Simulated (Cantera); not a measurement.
A closed system holds: 1 mol Cu, 6.2 mol F2, equilibrated at 1123.15 K.

These are equilibrium values from Cantera (NASA tables, ideal gas, pure condensed phases), not measurements of a reactor. Candidate condensed phases: Cu, CuF2; 6 gas species. Rates play no part.

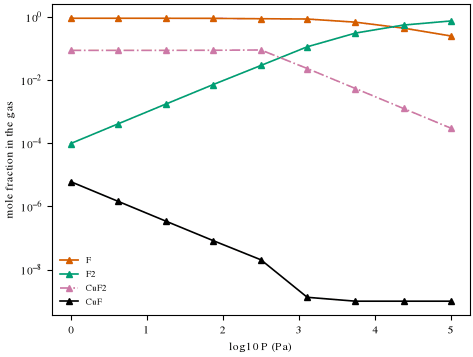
*Equilibrium gas composition (values under 1e-9 drawn at 1e-9)*

From 1.00e-5 bar to 0.00320 bar nothing is condensed. From 0.0130 bar to 1.00 bar the condensed part is CuF2(l). The main Cu-bearing gas is CuF2 throughout.
